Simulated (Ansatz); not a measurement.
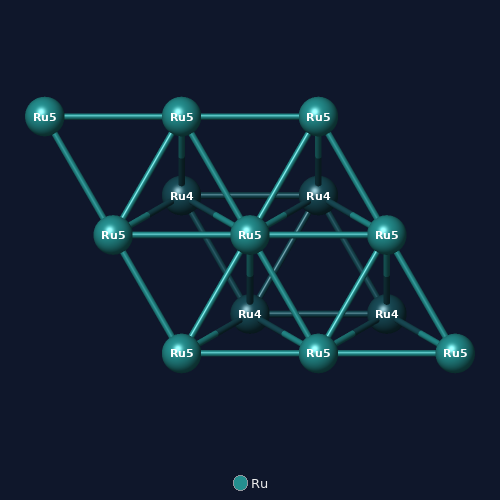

The system is N on a Ru(001) slab cut from the P6_3/mmc phase, its upper half relaxed before the scan (5 atoms of substrate and one adsorbate in a 1 × 1 cell); the picture shows it without the atoms that are moved over the map. N is moved over the surface cell; relaxed at each place: the height of the adsorbate's atoms; substrate rigid; the origin of the map has the adsorbate above Ru5. Places are given modulo a cell vector. The map is drawn in real space over the plane of the surface. The scan uses a 6 × 6 grid; 10 points were computed and 26 follow by symmetry. Energies: eV, counted from the lowest grid point. With one adsorbate in each 1 × 1 cell, its nearest image is 2.7 Å away, so neighbouring adsorbates interact. The calculation used DFT PBE, scalar-relativistic, plane waves, PAW in Ansatz. Settings: cutoff 420 eV, k-mesh 12×12×1, gaussian smearing 0.1 eV, no spin polarisation.

Range: position of N6 along the first surface vector from 0.000 to 0.833; position of N6 along the second surface vector from 0.000 to 0.833.

> Predict the map.

The lowest grid point is at a threefold hollow over a second-layer Ru atom, (4/6, 2/6) of the cell vectors. Higher local minima lie near a threefold hollow, (2/6, 4/6) of the cell vectors (0.53 eV above the lowest at that grid point); the top site over a surface Ru atom, (0/6, 0/6) of the cell vectors (1.39 eV above the lowest at that grid point). The highest grid point, (1/6, 2/6) of the cell vectors [nearest 1 Ru at 1.70 Å], lies 1.49 eV above the lowest. On the interpolated surface the easiest way out of the lowest well to the well at a threefold hollow, (2/6, 4/6) of the cell vectors passes a barrier of about 1.2 eV. At the lowest point the adsorbate has 3 Ru at 1.98 Å as nearest neighbours, at the highest 1 Ru at 1.70 Å. Its relaxed height above the top atom is 1.20 Å at the lowest and 1.51 Å at the highest point.

| second ↓, first → | 0/6 | 1/6 | 2/6 | 3/6 | 4/6 | 5/6 |
| --- | --- | --- | --- | --- | --- | --- |
| 5/6 | 1.45 | 1.49 | 1.02 | 1.02 | 1.49 | 1.45 |
| 4/6 | 1.46 | 1.02 | 0.53 | 1.02 | 1.46 | 1.48 |
| 3/6 | 1.23 | 1.02 | 1.02 | 1.23 | 0.79 | 0.79 |
| 2/6 | 1.46 | 1.49 | 1.46 | 0.79 | 0.00 | 0.79 |
| 1/6 | 1.45 | 1.45 | 1.48 | 0.79 | 0.79 | 1.48 |
| 0/6 | 1.39 | 1.45 | 1.46 | 1.23 | 1.46 | 1.45 |

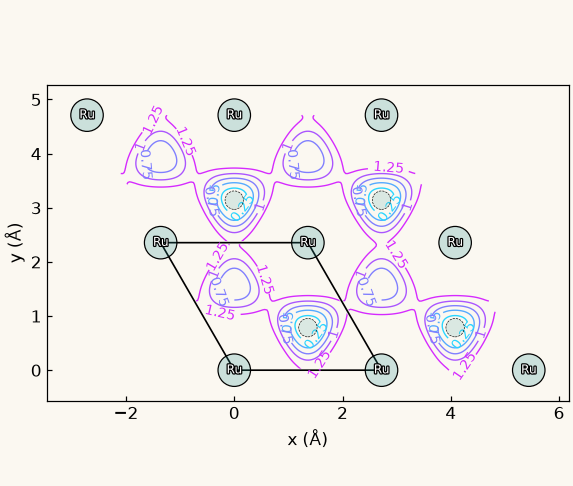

Drawn: contour lines labelled in eV, labelled circles for the atoms of the top layer and small ones for the second layer, the outline of one cell of the 2 × 2 shown. Between grid points the surface is interpolated.

Each point was launched as `ansatz run input.yaml --threads 2 --pin off --max-ram 6144MiB --backend cpu --events-out ev --progress --plain --runs-dir out`. Time for the 10 points that were run: 24 min on 2 threads of Arm Neoverse N1 (shared host).

PAW datasets: the set soft_1.
